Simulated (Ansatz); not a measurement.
CH$_{4}$FInO

Input

```
crystal:
  periodic: [false, false, false]
  atoms:
    - {symbol: C, position_ang: [-0.851405, -1.984177, 1.680561]}
    - {symbol: F, position_ang: [1.362326, 0.763697, 1.631234]}
    - {symbol: In, position_ang: [0.302808, -0.499591, 2.695299]}
    - {symbol: O, position_ang: [0.586894, -0.032783, 4.610153]}
    - {symbol: H, position_ang: [-0.248642, -2.390867, 0.857679]}
    - {symbol: H, position_ang: [-1.748856, -1.502818, 1.267683]}
    - {symbol: H, position_ang: [-1.145099, -2.787310, 2.368292]}
    - {symbol: H, position_ang: [0.098323, -0.608887, 5.208793]}
basis:
  gaussian: {orbitals: def2-TZVPD}
hamiltonian: {xc: pbe0}
output: {forces: true, orbitals: {seedname: orbitals}}
```

Launched as:

```sh
ansatz run input.yaml --threads 1 --pin off --max-ram 2610MiB --events-out events.jsonl --progress --plain --runs-dir runs
```

Geometry: PBE0-D3(BJ)/def2-SVP; core potentials replace the inner electrons of In.

Computed with isolated molecule in a Gaussian basis; Kohn-Sham density functional theory, functional PBE0 (Ansatz).

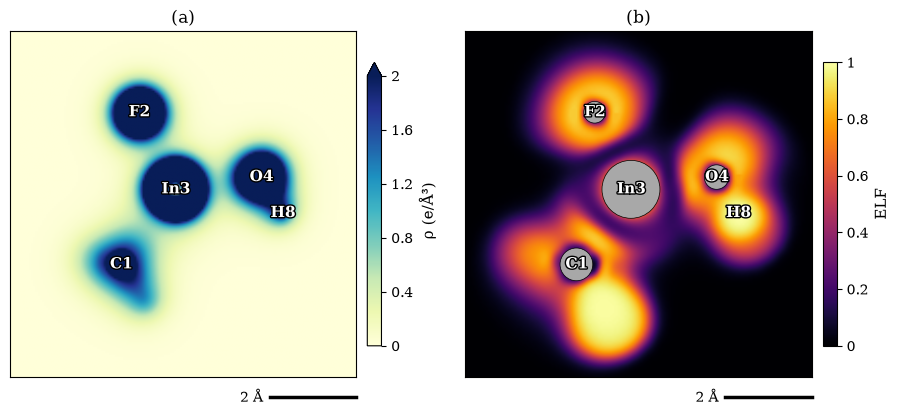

Figure 1. (a) electron density; (b) ELF on the plane of atoms C1, In3 and O4. Grey discs cover the atomic cores in the ELF map.

> Interpret the plot.

The plane passes through C, F, In, O and H nuclei. In–F (1.96 Å): ρ at the midpoint is about 0.76 e/Å³; the ELF peaks at about 0.80 in the valence shell of F, 0.5 Å from its nucleus, and drops to about 0.15 between the two atoms. In–O (1.99 Å): ρ at the midpoint is about 0.78 e/Å³; the ELF peaks at about 0.85 in the valence shell of O, 0.6 Å from its nucleus, and drops to about 0.15 between the two atoms. C–In (2.14 Å): ρ at the midpoint is about 0.69 e/Å³; the ELF peaks at about 0.85 in the valence shell of C, 0.7 Å from its nucleus, and drops to about 0.20 between the two atoms. O–H (0.96 Å): ρ is about 3.7 e/Å³ halfway; the ELF climbs to about 1 towards the hydrogen, as it does in any bond to H; a covalent bond by its length. The ELF also peaks beside O4 and F2, away from the bonds: lone-pair regions.

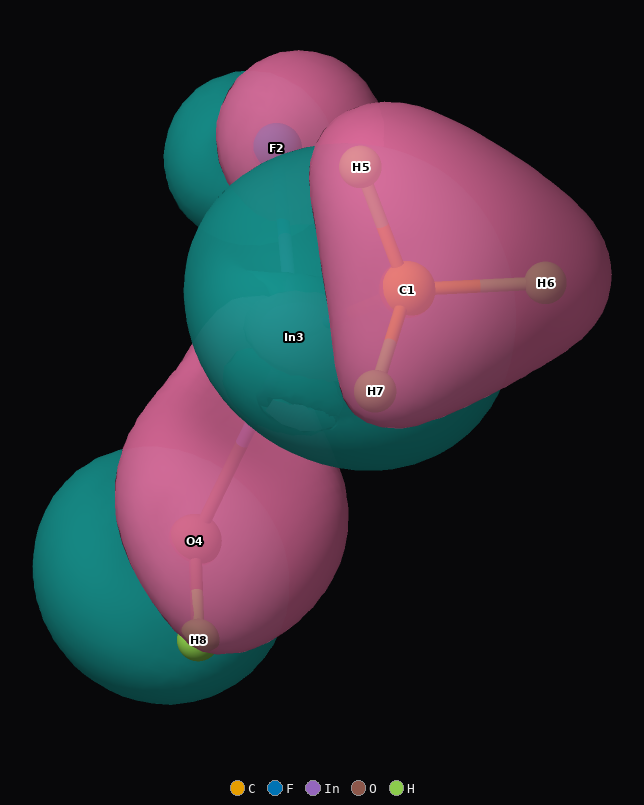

Figure 2. The HOMO at ±0.08 Å⁻³ᐟ² (teal and pink are the two phases), seen at an oblique angle.

> Describe this orbital and give its energy.

Its weight (Hirshfeld) is mainly on O4 (about 35 %), C1 (about 25 %), In3 (about 15 %) and F2 (about 10 %). Its energy is −8.53 eV.

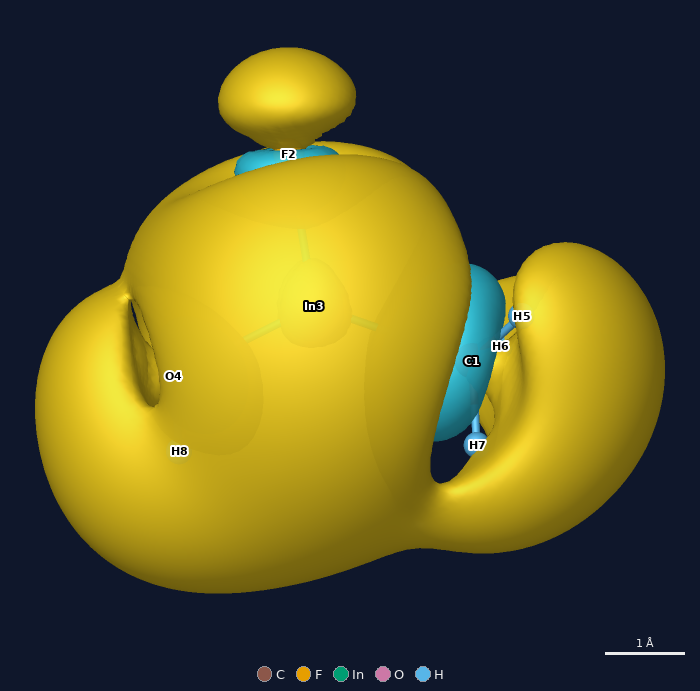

Figure 3. The LUMO at ±0.04 Å⁻³ᐟ² (yellow and cyan are the two phases), seen across its widest extent.

> Describe this orbital and give its energy.

Its weight (Hirshfeld) is mainly on In3 (about 50 %), C1 (about 15 %), O4 (about 10 %) and H8 (about 5 %). Its energy is −1.59 eV.
